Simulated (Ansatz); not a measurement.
CH2O2

Input

```
crystal:
  periodic: [false, false, false]
  atoms:
    - {symbol: O, position_ang: [0.139366, 0.124498, 2.346545]}
    - {symbol: C, position_ang: [0.095812, -0.058844, 1.024744]}
    - {symbol: O, position_ang: [-0.492842, -0.938507, 0.471840]}
    - {symbol: H, position_ang: [-0.387898, -0.580189, 2.752442]}
    - {symbol: H, position_ang: [0.683506, 0.722014, 0.521954]}
basis:
  gaussian: {orbitals: "def2-TZVPPD.json"}
hamiltonian: {xc: pbe0, dispersion: d4}
output: {orbitals: {seedname: orbitals}}
```

Run with:

```sh
ansatz run in.yaml --threads 4 --pin off --events-out ev --progress --plain --max-ram 9574MiB
```

Geometry: PBE0-D4/def2-TZVP.

These are results of Ansatz 0.2.0, RKS PBE0-D4/def2-TZVPPD, not measurements.

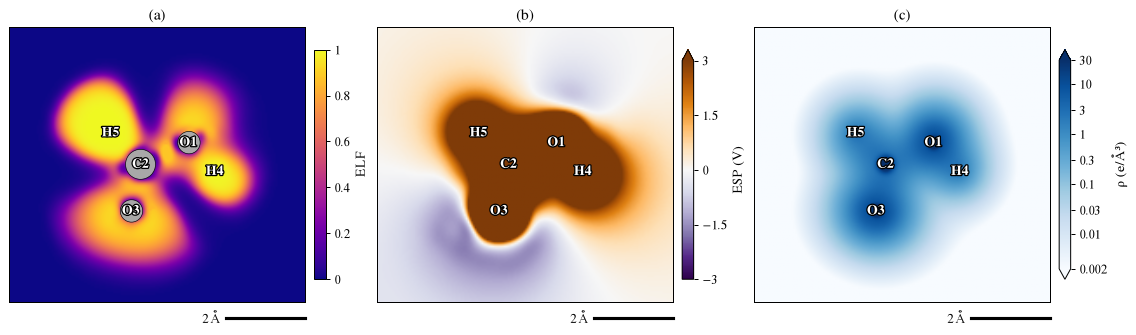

Figure 1. (a) electron localisation function; (b) electrostatic potential; (c) total electron density on the molecular plane. Grey discs cover the atomic cores in the ELF map.

> Describe what can be read from this map.

- The section cuts through O, C and H sites.
- C–O (1.19 Å): the density is about 3.5 e/Å³ at the midpoint; the ELF peaks at about 0.85 between the atoms (a short, multiple covalent bond).
- O–H (0.97 Å): ρ is about 3.8 e/Å³ halfway; the ELF climbs to about 1 towards the hydrogen, as it does in any bond to H; an ordinary covalent bond to hydrogen.
- C–O (1.34 Å): ρ is about 2.5 e/Å³ halfway; the ELF peaks at about 0.90 between the atoms; a shared but strongly polarised pair.
- C–H (1.10 Å): the density is about 2.1 e/Å³ at the midpoint; the ELF climbs to about 1 towards the hydrogen; an ordinary covalent bond to hydrogen.
- The ELF also peaks beside O3 and O1, away from the bonds: lone-pair regions.
- Outside the dense part of the molecule the potential is most negative (−1.7 V) near O3.

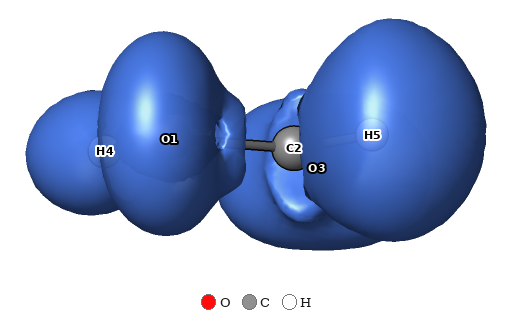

Figure 2. Isosurface of the ELF at 0.75 (blue), seen from one side. Only the valence region is drawn (cores and ρ < 0.01 e/Å³ removed).

> What do the ELF domains correspond to?

At this value the surface marks out one region around a hydrogen nucleus, one region on O in which the atom's valence shell and bonds are merged and one joined region spread over several atoms (H, O), in which their bonds and any lone pairs are merged.

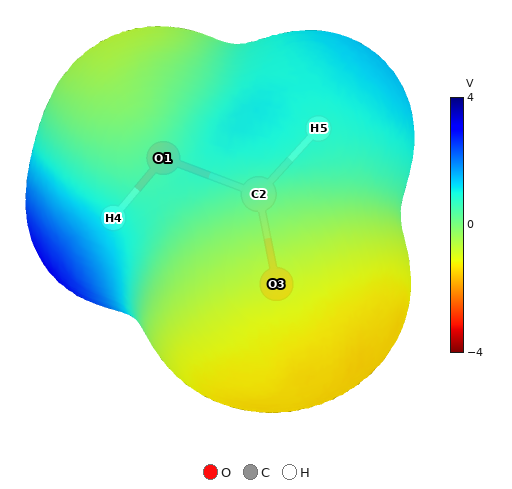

Figure 3. The electrostatic potential painted on the density surface at 0.002 e/bohr³, seen at a tilt; the colour scale runs from red (negative) to blue (positive).

> Describe the electrostatic potential map.

The most negative region (about −1.5 V) lies over O3, the most positive (about +3.0 V) over H4. O3 is the likeliest acceptor of a hydrogen bond.

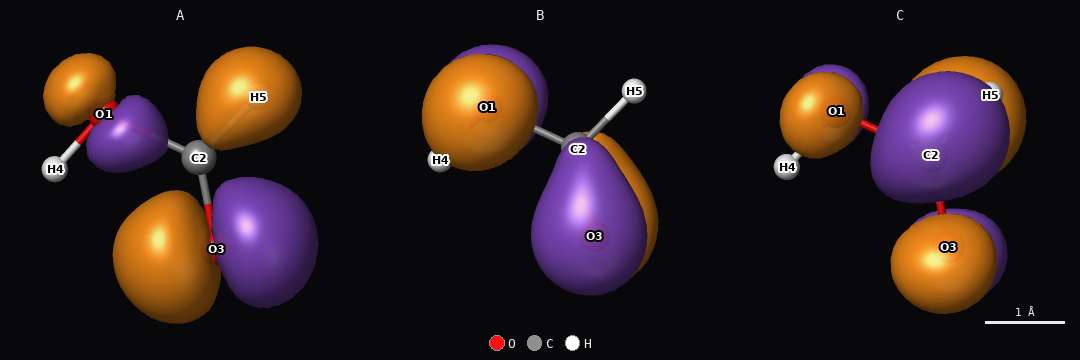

Figure 4. Three frontier orbitals at ±0.15 Å⁻³ᐟ² (orange and purple are the two phases), in no order.

> Order the three orbitals by energy and name them.

B is the HOMO−1 (−9.77 eV). Its weight (Hirshfeld) is mainly on O3 (about 45 %), O1 (about 40 %) and C2 (about 10 %); it changes sign across the molecular plane (π type). A is the HOMO (−8.61 eV). Its weight (Hirshfeld) is mainly on O3 (about 70 %), C2 (about 10 %), O1 (about 10 %) and H5 (about 5 %); it is symmetric in the molecular plane (an in-plane orbital: σ, lone-pair or in-plane π type); largely a lone pair of O3. C is the LUMO (−0.27 eV). By Hirshfeld shares it lies mainly on C2 (about 50 %), O3 (about 30 %), O1 (about 15 %) and H5 (about 10 %); it changes sign across the molecular plane (π type); π-antibonding (a node) across C2–O3.

> What is the HOMO–LUMO gap?

8.34 eV between the orbital energies.
